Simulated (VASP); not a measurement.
Band structure of TaSi2 (space group P6_422). Calculation: r2SCAN+rVV10, VASP's PBE PAW potentials (set 64) (plane waves; VASP 6.6.1).

Unless said otherwise, spin-orbit coupling is left out, though it shifts the bands of the heavy elements here.

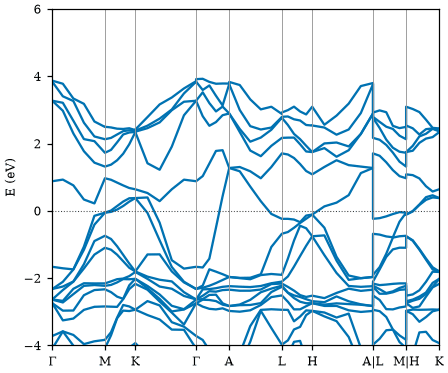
Fig. 1. Bands along high-symmetry lines, zero at the valence-band maximum or, without a gap, the Fermi level

Question: Read the plot: is there a gap, and where are the band edges?

Answer: It has no gap at this level: it comes out as a metal or semimetal.

The structure comes from a measured TaSi2 entry (P6_422) of the Crystallography Open Database, whose conditions weren't checked. It was relaxed first. The electron count is odd and the run is not spin-polarised, which forces a metal.
